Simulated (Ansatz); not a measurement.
System: CaRuO.

Input file:

```
crystal:
  lattice:
    - [3.81734522, 0.0, 0.0]
    - [-1.90867261, 3.30591793, 0.0]
    - [0.0, 0.0, 3.92982568]
  atoms:
    - { symbol: Ca, position: [0.0, 0.0, 0.0] }
    - { symbol: Ru, position: [0.66666667, 0.33333333, 0.5], spin: 1.17 }
    - { symbol: O, position: [0.33333333, 0.66666667, 0.5], spin: 0.12 }
basis:
  ecutwfc: 420
kpoints:
  mp_grid: { grid: [12, 12, 12] }
hamiltonian:
  xc: pbe
scf:
  occupations: { method: gaussian, width: 0.1 }
output:
  forces: true
  stress: true
  eigenvalues: true
  populations: true
  write_density: true
  write_potential: true
  elf: true
  volumetric_format: npy
magnetization:
  spin_polarized: true
relax:
  adjacent_minimum: "off"
  f_tol: 0.01
  max_steps: 80
  cell: { stress_tol: 0.05 }
```

Launched as:

```sh
ansatz run input.yaml --threads 1 --pin off --max-ram 2560MiB --backend cpu --events-out ev --progress --plain --runs-dir out
```

Below, planes, directions and counts refer to the conventional cell (a = 3.64 Å, b = 3.64 Å, c = 4.22 Å, α = 90.00°, β = 90.00°, γ = 120.00°).

The fields are those of the run's last geometry, not of the input's.

Space group P-6m2; a structure generated by program, which may or may not match a known phase; spin-polarised.

Theory: DFT PBE, scalar-relativistic, plane waves, PAW in Ansatz.

Q: Predict the valence pseudo-density, electron localisation function and spin density between the atoms.

A: Ca–O (2.98 Å): ρ at the midpoint is about 0.1 e/Å³; the ELF is about 0.05 at the midpoint; no localised pair shows between them.
The spin density sits on Ru: +0.6 μB in one cell of 3 atoms, with smaller moments on other sites: O (up to +0.08 μB): parallel main moments (a ferromagnetic arrangement) in this solution. The cell of the calculation (3 atoms) carries 0.9 μB of net spin moment.

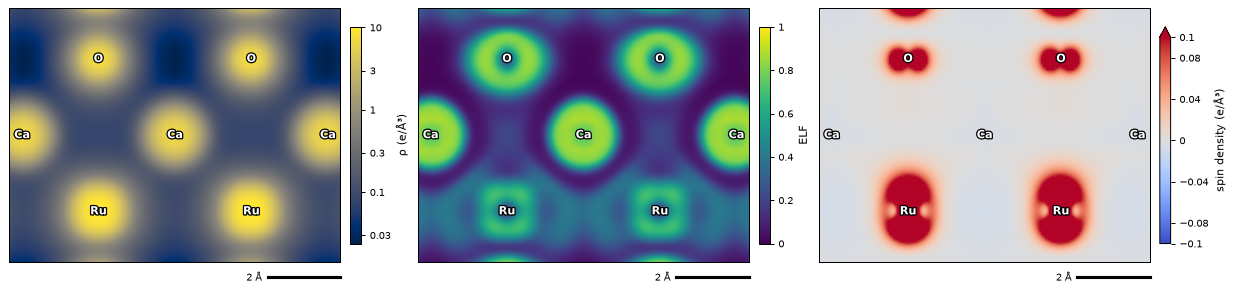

Computed valence pseudo-density, electron localisation function and spin density on the (110) plane of the conventional cell, in this order. 
